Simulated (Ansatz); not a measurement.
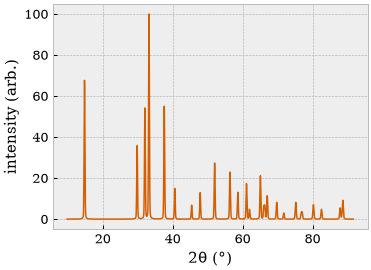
*Simulated powder pattern, Cu Kα, λ = 1.54184 Å*

The pattern belongs to a structure relaxed with plane-wave PAW PBE (Ansatz code).

Problem. Pick the material that matches.
A) Sc2GeB2, P-6m2 (Sc on 2h, Ge on 1a, B on 1b, B on 1f)
B) ScPtN2, R-3m (Sc on 3b, Pt on 3a, N on 6c)
C) InMo2N, P6_3/mmc (In on 2d, Mo on 4f, N on 2a)
D) ScPd3, I4/mmm (Pd on 2b, Pd on 4d, Sc on 2a)

Solution. B, ScPtN2, R-3m (Sc on 3b, Pt on 3a, N on 6c)

The start of the workflow was typed in or built on a structure type; neither database checked (COD, Materials Project) lists it. Whether it is the stable phase at ambient conditions was not checked. The cell was relaxed with PBE under the symmetry of its start; whether a distortion lowers the energy is not shown. No spin polarisation was allowed. Spin–orbit coupling is left out wherever it is not named.

Potentials: the earlier of the program's two PAW sets.
